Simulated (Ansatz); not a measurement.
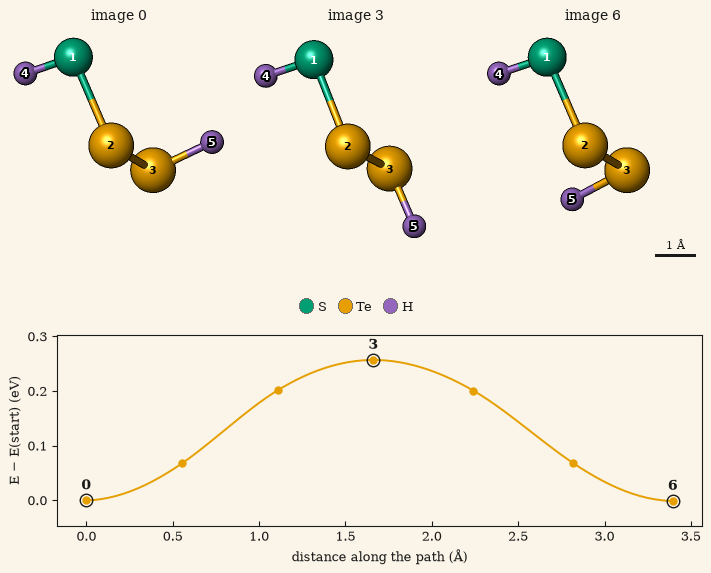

NEB run on H₂Te₂S. Images are numbered from 0 (start) to 6 (end). The picture is a ball-and-stick view, seen from a free direction.

Theory: RKS B3LYP-D4/def2-SVP (Ansatz). Settings: 5 movable images; climbing image; force threshold 0.03 eV/Å; iteration limit 60; starting path through a guess of the saddle point.

**What happens along the path, and what is the barrier?**

The two ends have nearly the same energy, and the highest point, image 3, lies 0.257 eV above the start. The motion is a rotation about the Te2–Te3 bond by about 180°. No bond forms or breaks between the ends. Bond angles that change up to the highest image, for instance: S1–Te2–Te3 103.8° → 95.1°, Te2–Te3–H5 95.3° → 91.3°. The band converged in 10 iterations. The largest component of the band force went from 29 to 0.014 eV/Å. The climbing image converged on the top of the path. Its vibrational analysis gives one imaginary mode (194i cm⁻¹), as a transition state must have.

The run took roughly 4 core-minutes on a shared host.
